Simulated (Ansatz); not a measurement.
AlN (wurtzite)

```cif
data_Al2N2
_chemical_formula_sum 'Al2 N2'
_space_group_name_H-M_alt 'P63mc'
_space_group_IT_number 186
_space_group_name_Hall 'P 6c -2c'
_cell_length_a 3.10673
_cell_length_b 3.10673
_cell_length_c 4.97852
_cell_angle_alpha 90.000
_cell_angle_beta 90.000
_cell_angle_gamma 120.000
loop_
_atom_site_label
_atom_site_type_symbol
_atom_site_symmetry_multiplicity
_atom_site_Wyckoff_symbol
_atom_site_fract_x
_atom_site_fract_y
_atom_site_fract_z
_atom_site_occupancy
Al1 Al 2 b 0.66667 0.33333 0.00341 1
N1 N 2 b 0.33333 0.66667 0.12179 1
```

E(V) scan at fixed shape, V₀ the volume above. The atoms relax within the cell's symmetry.

Level of theory: r2SCAN (plane waves to 500 eV, PAW, scalar-relativistic; Ansatz, a program for electronic structure). k mesh 13×13×7 (Γ-centred), Fermi-Dirac smearing 0.05 eV. The energy includes the smearing's −TS. With the shape held, the modulus is that of even scaling; a crystal free to change shape is softer. AlN was relaxed with its symmetry unable to fall. ΔE is measured from the relaxed starting cell.

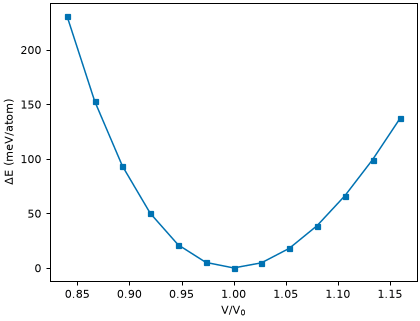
Figure. ΔE (meV/atom) against V/V₀; one marker a computed point.

Question: What is ΔE at V/V₀ = 0.840?

Answer: About 230 meV/atom.

Question: What is ΔE at V/V₀ = 1.160?

Answer: About 140 meV/atom.

Question: What bulk modulus at fixed cell shape B₀ follows from a third-order Birch-Murnaghan fit?

Answer: About 210 GPa.

(A scan under strain: stresses follow from slopes of the energy per volume, elastic moduli from its curvatures.)
